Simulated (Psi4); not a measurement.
**SnH3Cl (SMILES [Cl][SnH3]) at B2PLYP/def2-SVP (density fitting, core potential, density fitting for correlation, sweep point 2)**

What is the vertical electron affinity of SnH3Cl at B2PLYP/def2-SVP (density fitting, core potential, density fitting for correlation, sweep point 2)? 

The results are computed with Psi4 1.11.

## 1. The system as given

SnH3Cl has 5 atoms, charge 0, and is taken as a singlet. As SMILES, `[Cl][SnH3]`. The shape is that of a PBE0-D4/def2-TZVP optimisation.

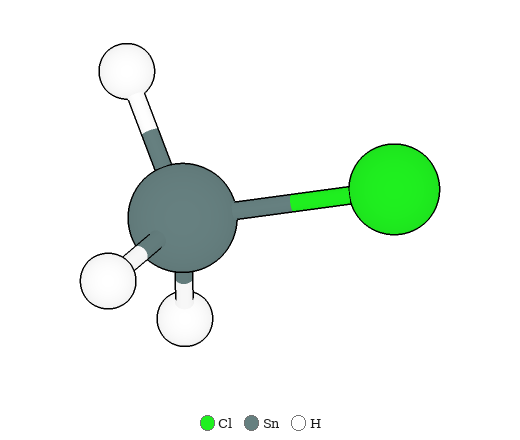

Viewed from a chosen angle; chlorine green, tin teal, hydrogen white.

## 2. The energy at B2PLYP/def2-SVP (density fitting, core potential, density fitting for correlation, sweep point 2)

Input file clh3sn.in:

```
memory 1600 mb

molecule {
  0 1
  Cl    -1.839400     0.332400     1.029900
  Sn     0.168900    -0.044500    -0.097500
  H     -0.120500     0.362900    -1.722400
  H      0.522700    -1.694200     0.111100
  H      1.318200     0.969900     0.637400
  units angstrom
  symmetry c1
}

set basis def2-SVP
set puream true
set scf_type df
set dft_radial_points 99
set dft_spherical_points 590
set num_frozen_docc 9

E, wfn = energy('b2plyp', return_wfn=True)
```

On the command line:

```sh
$ psi4 -i clh3sn.in -o clh3sn.out -n 1
```

clh3sn.out:

```text
[...]
    !!!  WARNING: ECP capability is in beta. Please check occupations closely.  !!!
[...]
  Running in c1 symmetry.
[...]
  Nuclear repulsion =  114.226496944951634
[...]
  Multiplicity = 1
[...]
  Nalpha       = 21
  Nbeta        = 21
[...]
    Number of basis functions: 59
[...]
   @DF-RKS iter   1:  -675.62234597277757   -1.54057e+00   3.99441e-03 DIIS/ADIIS
[...]
   @DF-RKS iter   7:  -675.64946443360009   -1.80490e-08   4.38328e-07 DIIS
[...]
    Orbital Energies [Eh]
    ---------------------
    Doubly Occupied:
       1A   -102.851660     2A     -9.884700     3A     -7.529780
       4A     -7.524812     5A     -7.524812     6A     -5.448403
       7A     -3.729405     8A     -3.724551     9A     -3.724551
      10A     -1.184926    11A     -1.179285    12A     -1.179284
      13A     -1.173939    14A     -1.173939    15A     -0.896706
      16A     -0.596652    17A     -0.411577    18A     -0.411571
      19A     -0.404288    20A     -0.352062    21A     -0.352060
[...]
  @DF-RKS Final Energy:  -675.64946443360009
   => Energetics <=
    Nuclear Repulsion Energy =            114.2264969449516343
    One-Electron Energy =               -1241.1317236582990517
    Two-Electron Energy =                 473.9491555810859040
    DFT Exchange-Correlation Energy =     -22.6933933013385634
    Empirical Dispersion Energy =           0.0000000000000000
    VV10 Nonlocal Energy =                  0.0000000000000000
    Total Energy =                       -675.6494644336000874
[...]
 Multipole Moments:
 ------------------------------------------------------------------------------------
     Multipole            Electronic (a.u.)      Nuclear  (a.u.)        Total (a.u.)
 ------------------------------------------------------------------------------------
 L = 1.  Multiply by 2.5417464519 to convert [e a0] to [Debye]
 Dipole X            :         28.4031253          -27.5373017            0.8658236
 Dipole Y            :         -5.3302055            5.1677867           -0.1624188
 Dipole Z            :        -15.9445467           15.4585340           -0.4860127
 Magnitude           :                                                    1.0061008
[...]
```

It took 9.6 s on 1 thread of Intel Xeon at 2.70GHz, shared host; peak memory 0.64 GiB.

## 3. The doublet anion at the same level

Input file clh3sn.inp:

```
memory 1600 MB

molecule {
  -1 2
  Cl    -1.839400     0.332400     1.029900
  Sn     0.168900    -0.044500    -0.097500
  H     -0.120500     0.362900    -1.722400
  H      0.522700    -1.694200     0.111100
  H      1.318200     0.969900     0.637400
  symmetry c1
}

set {
  reference uks
  puream true
  scf_type df
  dft_radial_points 99
  dft_spherical_points 590
  num_frozen_docc 9
  maxiter 100
}

energy_value, wavefunction = energy("b2plyp/def2-SVP", return_wfn=True)
```

On the command line:

```sh
$ psi4 -n 1 clh3sn.inp clh3sn.out
```

clh3sn.out:

```text
[...]
    !!!  WARNING: ECP capability is in beta. Please check occupations closely.  !!!
[...]
  Running in c1 symmetry.
[...]
  Nuclear repulsion =  114.226496944951634
[...]
  Multiplicity = 2
[...]
  Nalpha       = 22
  Nbeta        = 21
[...]
    Number of basis functions: 59
[...]
   @DF-UKS iter   1:  -675.48603757335741   -1.40426e+00   6.39786e-03 DIIS/ADIIS
[...]
   @DF-UKS iter  11:  -675.59065288242039   -7.36201e-08   4.06190e-07 DIIS
[...]
   @S^2 Observed:                7.550911093E-01
[...]
    Orbital Energies [Eh]
    ---------------------
    Alpha Occupied:
       1A   -102.619985     2A     -9.655811     3A     -7.301131
       4A     -7.295755     5A     -7.295755     6A     -5.212092
       7A     -3.490858     8A     -3.489148     9A     -3.489148
      10A     -0.947657    11A     -0.943477    12A     -0.943476
      13A     -0.938605    14A     -0.938605    15A     -0.686400
      16A     -0.383564    17A     -0.204000    18A     -0.201209
      19A     -0.201204    20A     -0.142721    21A     -0.142719
      22A      0.098175
    Alpha Virtual:
      23A      0.256792    24A      0.272208    25A      0.272216
[...]
  @DF-UKS Final Energy:  -675.59065288242039
   => Energetics <=
    Nuclear Repulsion Energy =            114.2264969449516343
    One-Electron Energy =               -1250.6070026765657985
    Two-Electron Energy =                 483.5982982022230203
    DFT Exchange-Correlation Energy =     -22.8084453530291782
    Empirical Dispersion Energy =           0.0000000000000000
    VV10 Nonlocal Energy =                  0.0000000000000000
    Total Energy =                       -675.5906528824202724
[...]
 Multipole Moments:
 ------------------------------------------------------------------------------------
     Multipole            Electronic (a.u.)      Nuclear  (a.u.)        Total (a.u.)
 ------------------------------------------------------------------------------------
 L = 1.  Multiply by 2.5417464519 to convert [e a0] to [Debye]
 Dipole X            :         27.5855762          -27.5373017            0.0482745
 Dipole Y            :         -5.1767911            5.1677867           -0.0090045
 Dipole Z            :        -15.4856187           15.4585340           -0.0270847
 Magnitude           :                                                    0.0560811
[...]
```

Wall time 15 s (1 thread of Intel Xeon at 2.70GHz, shared host); peak memory 0.64 GiB.

## 4. Outcome

At B2PLYP/def2-SVP (density fitting, core potential, density fitting for correlation, sweep point 2), 9 core orbitals frozen:

| quantity | value |
| --- | --- |
| singlet SnH3Cl: total energy | -675.73286 Eh |
| singlet SnH3Cl: HOMO energy (SCF part's orbitals) | -9.58 eV |
| singlet SnH3Cl: LUMO energy (SCF part's orbitals) | 0.55 eV |
| singlet SnH3Cl: HOMO–LUMO gap (SCF part's orbitals) | 10.13 eV |
| doublet anion: total energy | -675.67796 Eh |
| doublet anion: HOMO energy (SCF part's orbitals) (highest over α and β) | 2.67 eV |
| doublet anion: LUMO energy (SCF part's orbitals) (lowest over α and β) | 6.51 eV |
| doublet anion: ⟨S²⟩ | 0.755 |
| vertical electron affinity (to the doublet anion) | -1.494 eV |

In words: The anion lies 1.49 eV (144 kJ/mol) above the neutral: the electron isn't bound at this level, and such a value depends on the basis. Without diffuse functions anions come out too high. The HOMO (doublet anion) lies at positive energy, 2.67 eV; only total energies tell whether the electron is bound.
